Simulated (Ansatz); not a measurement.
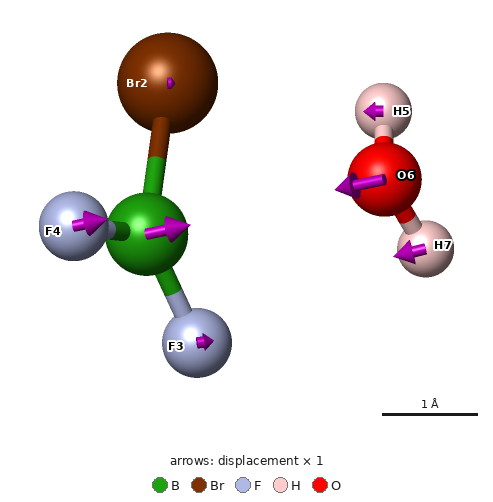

This is a relaxation of BH2OBrF2. The starting structure is drawn; purple arrows show the displacements, at their true length. The two geometries are superimposed by the best rigid fit.

Style: ball-and-stick. Shown at a tilt.

The run prepares an end point of a later path (reaction) calculation, from a guessed geometry.

The calculation used RKS B3LYP-D4/def2-SVP (Ansatz 0.2.0). (no spin polarisation; force threshold 0.03 eV/Å; at most 50 steps)

What did the optimiser do to the structure, and how much energy did it gain?

The largest move after the best rigid fit is that of the O atom, 0.59 Å. Largest moves by element: O 0.59 Å, B 0.50 Å, F 0.38 Å, H 0.35 Å, Br 0.08 Å. Near-neighbour distances that change, for instance: B–O 2.791 → 1.708 Å, B–F 1.311 → 1.351 Å, B–F 1.304 → 1.336 Å, B–Br 2.003 → 2.021 Å. New bonds form, among them: B–O (2.79 → 1.71 Å). Among the angles between lasting bonds that change: Br–B–F 119.7° → 114.9°, Br–B–F 119.0° → 114.7°, F–B–F 121.0° → 117.0°. The energy falls by 36.1 kJ/mol in 9 geometry steps. The largest force component goes from 0.83 to 0.011 eV/Å.

Limits of the set-up: the start holds two separate molecules, 2.8 Å apart at their closest, whose relative position is a soft coordinate.
